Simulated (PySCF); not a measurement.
## Electronic structure of C₄H₆ClFGe···H₂O in real space

Input

```
{"job": {"kind": "inter", "xc": "PBE0", "basis": "def2-SVP", "disp": "d3bj", "pairs": false}, "charge": 0, "multiplicity": 1, "parts": [{"atoms": "0-12", "charge": 0, "multiplicity": 1}, {"atoms": "13-15", "charge": 0, "multiplicity": 1}]}
F     -2.079878    -0.546633     1.602900
C     -1.035042    -0.285599     0.782412
C     -0.027806    -1.134865     0.630747
Cl     0.035807    -2.653222     1.468809
C      1.103657    -0.795344    -0.279654
Ge     0.527437     0.942666    -1.076981
C     -1.085163     1.018436     0.065346
H      2.027224    -0.725714     0.296566
H      1.248402    -1.597337    -1.003794
H      1.543109     2.020264    -0.841349
H      0.273335     0.811196    -2.546618
H     -1.066956     1.838586     0.783636
H     -2.016796     1.105348    -0.492230
O     -0.662109     3.240761    -1.963993
H     -0.770289     4.031221    -1.431407
H     -0.684697     3.504628    -2.885863
```

Run with:

```sh
OMP_NUM_THREADS=1 python cluster_run.py task.json out
```

Geometry: GFN2-xTB.

Method: PBE0-D3(BJ)/def2-SVP, SCF density, gas phase (PySCF).

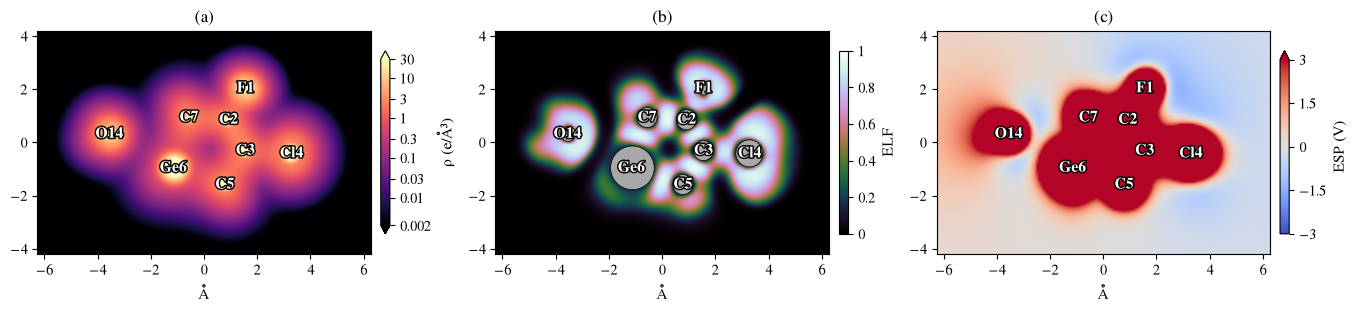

Figure 1. (a) electron density; (b) ELF; (c) molecular electrostatic potential on the plane of atoms C3, C5 and Ge6. Grey discs cover the atomic cores in the ELF map.

What does the map show?

Answer. The plane passes through F, C, Cl, Ge and O nuclei.
Ge6···O14 (2.74 Å): the density falls to about 0.13 e/Å³ on the way; the ELF dips to about 0.05 between them.
C–C (1.33 Å): the density is about 2.3 e/Å³ at the midpoint; the ELF peaks at about 0.90 between the atoms; a short, multiple covalent bond.
C–F (1.35 Å): ρ is about 2.2 e/Å³ halfway, with its minimum of 1.7 e/Å³ about 0.5 Å from C; the ELF peaks at about 0.85 between the atoms; a shared but strongly polarised pair.
C–Cl (1.74 Å): ρ is about 1.4 e/Å³ halfway; the ELF peaks at about 0.90 between the atoms (a shared electron pair).
C–Ge (1.98 Å): ρ is about 0.85 e/Å³ halfway; the ELF peaks at about 0.95 in the valence shell of C, 0.7 Å from its nucleus, and is about 0.70 at the midpoint.
The ELF also peaks beside Cl4 and F1, away from the bonds: lone-pair regions.
Outside the dense part of the complex the potential is most negative (−1.4 V) near F1.

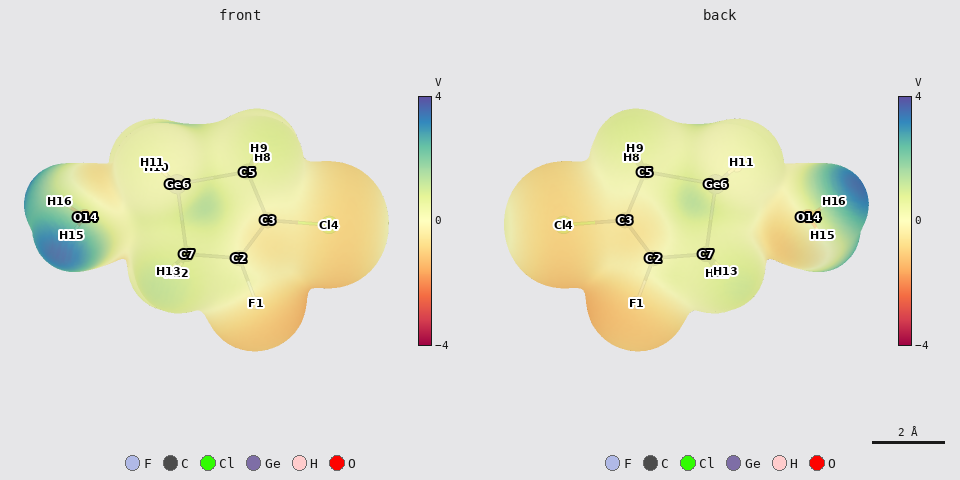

Figure 2. The electrostatic potential painted on the density surface at 0.004 e/bohr³, seen from the front and from behind; the colour scale runs from red (negative) to blue (positive).

Describe the electrostatic potential map.

Answer. The most negative region (about −1.3 V, or −30 kcal/mol for a unit charge) lies over F1, the most positive (about +3.5 V, or +81 kcal/mol for a unit charge) over H15 and H16. Cl4 shows a σ-hole: about +0.2 V at the tip opposite its bond, against about −0.9 V, or −21 kcal/mol for a unit charge on its flanks.

How polar is the complex by this calculation?

Answer. Its dipole moment is 5.84 D.
